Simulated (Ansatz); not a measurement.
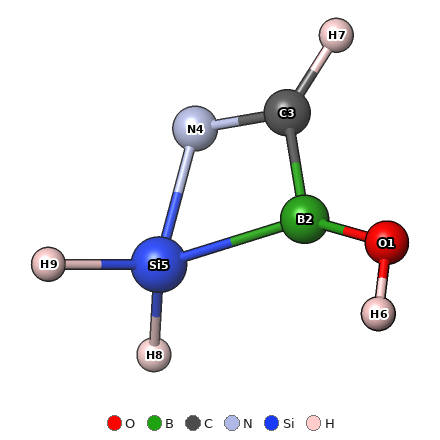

The system is CH₄BNOSi, SMILES OB1C=N[SiH2]1; the picture shows the reference structure. 
- First axis: angle H6–O1–B2. Second axis: dihedral H6–O1–B2–Si5.
- Nothing is relaxed (all other coordinates rigid).
- The grid has 7 × 8 points.
- All energies are given in kJ/mol relative to the lowest grid point.
- Method: Ansatz 0.2.0, RKS PBE0-D4/def2-TZVP.

Its coordinates:

```tsv
atom	x (Å)	y (Å)	z (Å)
O	-0.3107	1.8219	-1.0877
B	-0.0509	0.6641	-0.4676
C	0.9948	-0.4687	-0.8232
N	0.8735	-1.3960	0.0706
Si	-0.4392	-0.6271	1.0453
H	-1.0015	2.3447	-0.6714
H	1.7314	-0.5766	-1.6303
H	-0.0293	-0.3566	2.4522
H	-1.6794	-1.4519	1.0951
```

Range: angle H6–O1–B2 from 89.2 to 139.2°; dihedral H6–O1–B2–Si5 from −180 to 135°.

### Predict the map.

The lowest grid point is at angle H6–O1–B2 = 114.2°, dihedral H6–O1–B2–Si5 = 0°. A higher local minimum lies near angle H6–O1–B2 = 114.2°, dihedral H6–O1–B2–Si5 = −180° (7 kJ/mol above the lowest at that grid point). The highest grid point, angle H6–O1–B2 = 89.2°, dihedral H6–O1–B2–Si5 = −90°, lies 92 kJ/mol above the lowest. On the interpolated surface the easiest way out of the lowest well to the well at angle H6–O1–B2 = 114.2°, dihedral H6–O1–B2–Si5 = −180° passes a barrier of about 54 kJ/mol. Round the minimum the two coordinates are nearly uncoupled.

| dihedral H6–O1–B2–Si5 ↓, angle H6–O1–B2 → | 89.2 | 97.5 | 105.8 | 114.2 | 122.5 | 130.8 | 139.2 |
| --- | --- | --- | --- | --- | --- | --- | --- |
| 135 | 64 | 46 | 35 | 31 | 31 | 36 | 43 |
| 90 | 92 | 75 | 64 | 57 | 54 | 54 | 56 |
| 45 | 59 | 41 | 30 | 26 | 26 | 31 | 38 |
| 0 | 33 | 14 | 3 | 0 | 3 | 11 | 22 |
| −45 | 59 | 41 | 30 | 26 | 26 | 31 | 38 |
| −90 | 92 | 75 | 64 | 57 | 54 | 54 | 56 |
| −135 | 64 | 46 | 35 | 31 | 31 | 36 | 43 |
| −180 | 40 | 21 | 10 | 7 | 10 | 18 | 29 |

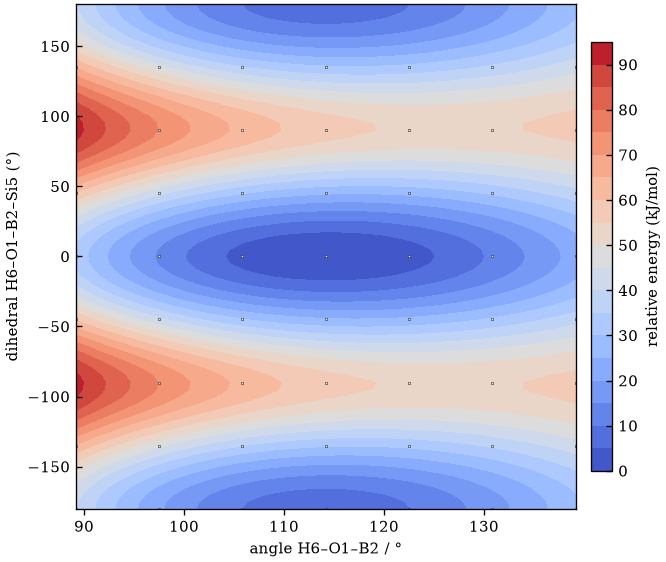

In the figure: filled contours, dots at the grid points. Between grid points the surface is interpolated.

Each point was launched as `ansatz run input.yaml --threads 1 --pin off --max-ram 2560MiB --backend cpu --events-out ev --progress --plain --runs-dir out`. Time for the 56 points that were run: 8.6 min on 1 thread of Arm Neoverse V2, on a shared host.
